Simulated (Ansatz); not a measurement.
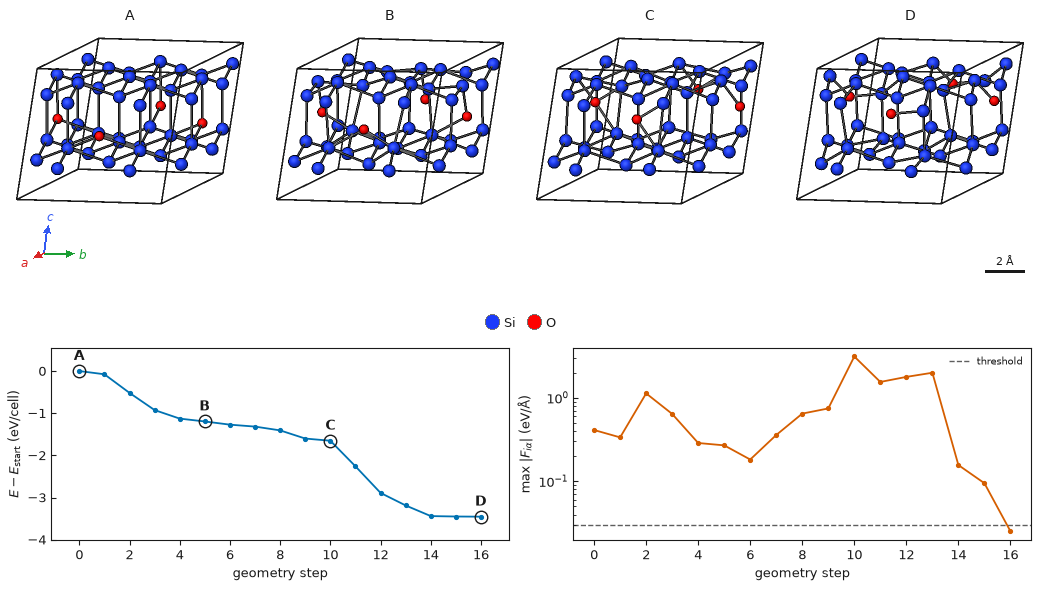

Frames of a relaxation of a defect cell of composition Si16O, marked on the history of the run. The picture is a ball-and-stick view of the conventional cell (2 times the calculation's cell) (origin shifted), seen slightly off an axis. Lengths and directions refer to the drawn axes.

It is an interstitial O in diamond Si. The run prepares an end point of a later path (interstitial hop) calculation, from a guessed geometry.

Method: DFT PBE, scalar-relativistic, plane waves, PAW in Ansatz 0.2.0.

Input
```yaml
crystal:
  lattice:
    - [0.0, 5.43, 5.43]
    - [5.43, 0.0, 5.43]
    - [5.43, 5.43, 0.0]
  atoms:
    - { symbol: Si, position: [0.0, 0.0, 0.0] }
    - { symbol: Si, position: [0.125, 0.125, 0.125] }
    - { symbol: Si, position: [0.0, 0.0, 0.5] }
    - { symbol: Si, position: [0.125, 0.125, 0.625] }
    - { symbol: Si, position: [0.0, 0.5, 0.0] }
    - { symbol: Si, position: [0.125, 0.625, 0.125] }
    - { symbol: Si, position: [0.0, 0.5, 0.5] }
    - { symbol: Si, position: [0.125, 0.625, 0.625] }
    - { symbol: Si, position: [0.5, 0.0, 0.0] }
    - { symbol: Si, position: [0.625, 0.125, 0.125] }
    - { symbol: Si, position: [0.5, 0.0, 0.5] }
    - { symbol: Si, position: [0.625, 0.125, 0.625] }
    - { symbol: Si, position: [0.5, 0.5, 0.0] }
    - { symbol: Si, position: [0.625, 0.625, 0.125] }
    - { symbol: Si, position: [0.5, 0.5, 0.5] }
    - { symbol: Si, position: [0.625, 0.625, 0.625] }
    - { symbol: O, position: [0.3826843, 0.8726851, 0.8762801], spin: 1.0 }
magnetization:
  spin_polarized: true
basis:
  ecutwfc: 420.0
kpoints:
  mp_grid: { grid: [2, 2, 2] }
hamiltonian:
  xc: pbe
scf:
  occupations: { method: fermi_dirac, width: 0.05 }
  lower_state_search: "off"
relax:
  f_tol: 0.03
  max_steps: 60
  adjacent_minimum: "off"
output:
  write_density: true
  write_potential: true
  elf: true
  volumetric_format: npy
```

Command:
```bash
ansatz run input.yaml --threads 2 --pin off --max-ram 5120MiB --backend cpu --events-out ev --progress --plain --runs-dir out
```

**Describe the path.**

After 16 geometry steps the energy has fallen by 3.455 eV per cell of the calculation. Largest force component: 0.41 eV/Å at the start, 0.025 eV/Å at the end. O17 moves most: 1.38 Å along [0 1 3]. Largest moves by element: O 1.38 Å, Si 0.38 Å. The cell stays as it was. Some distances before and after: Si1–O17 2.400 → 3.533 Å, Si14–O17 2.666 → 1.664 Å, Si11–O17 2.360 → 3.071 Å, Si9–O17 2.310 → 1.664 Å. New bonds form: Si14–O17 (2.67 → 1.66 Å). Among the angles between lasting bonds that change: Si9–Si10–Si13 109.5° → 92.3°, Si12–Si15–Si14 109.5° → 92.7°, Si14–Si15–Si16 109.5° → 121.5°. The program noted that the starting moments weren't kept. From step 0 to 5: O17 moves most (0.74 Å), energy −1.196 eV per cell of the calculation. From step 5 to 10: O17 moves most (0.85 Å), energy −0.457 eV per cell of the calculation. From step 10 to 16: O17 moves most (0.48 Å), energy −1.802 eV per cell of the calculation.

Limits of the set-up: the periodic images lie only 7.7 Å apart, so the values are limited by the cell's size.
